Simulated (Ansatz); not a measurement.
The figure comes from a scan of Ti (hcp, Mg type): a phonon pattern at L = (0.5, 0.0, 0.5) is frozen into a 4-atom cell, Q being the largest atomic displacement. All values below come from r2SCAN (plane waves to 500 eV, PAW, scalar-relativistic; Ansatz, a quantum-chemistry and plane-wave program). k mesh 18×18×18 (Γ-centred), Fermi-Dirac smearing 0.05 eV. E stands for the smeared free energy. With partly filled bands, energies and forces of such displacements shift with the k mesh and the smearing. Ti is run without spin polarisation. Ti was relaxed with its symmetry unable to fall. ΔE is measured from the undisplaced structure.

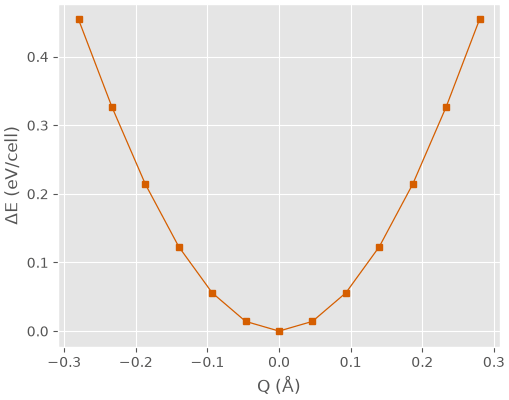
Fig. 1. ΔE (eV/cell) against Q (Å); markers are the computed points, lines only join them.

Q: Read the plotted values off the figure, to the accuracy that the plot allows.

A: To the nearest 0.01:

| Q (Å) | ΔE (eV/cell) |
|---|---|
| -0.280 | 0.45 |
| -0.233 | 0.33 |
| -0.187 | 0.21 |
| -0.140 | 0.12 |
| -0.093 | 0.06 |
| -0.047 | 0.01 |
| 0.000 | 0.00 |
| 0.047 | 0.01 |
| 0.093 | 0.06 |
| 0.140 | 0.12 |
| 0.187 | 0.21 |
| 0.233 | 0.33 |
| 0.280 | 0.45 |

(A displaced cell: forces are minus the slopes of the energy, force constants its curvatures, and phonons follow from these.)
